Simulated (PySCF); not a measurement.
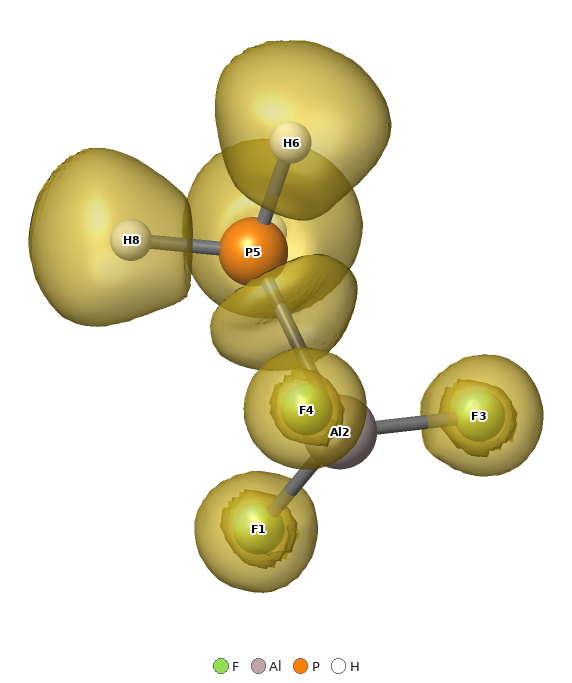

The picture shows: AlF3H3P. Isosurface of the electron localisation function at 0.8 (yellow), seen at an oblique angle. Core shells and regions of very low density are left out.

Geometry: PBE0-D3(BJ)/def2-SVPD.

Method: PySCF 2.14.0, wB97M-D3(BJ)/def2-TZVPD, SCF density, gas phase.

```yaml
atoms:
  - { symbol: F, position_ang: [0.9766, 0.3657, -1.3751] }
  - { symbol: Al, position_ang: [0.1174, -0.0364, 0.0078] }
  - { symbol: F, position_ang: [0.1132, -1.6456, 0.4743] }
  - { symbol: F, position_ang: [-1.2344, 0.8831, 0.3785] }
  - { symbol: P, position_ang: [1.6895, 0.9145, 1.6691] }
  - { symbol: H, position_ang: [1.3286, 0.8909, 3.0360] }
  - { symbol: H, position_ang: [2.9887, 0.3608, 1.7387] }
  - { symbol: H, position_ang: [2.0061, 2.2840, 1.5140] }
```

**Describe the localisation domains.**

The surface consists of one region between bonded Al–P atoms (shared pairs), three regions around hydrogen nuclei and three regions wrapped around F (the valence shell of each). Profiles from the grid: Al–F (1.68 Å): the ELF peaks at about 0.85 in the valence shell of F, 0.6 Å from its nucleus, and is about 0.40 at the midpoint. Al–P (2.48 Å): the ELF peaks at about 1 between the atoms, as expected for a shared electron pair.
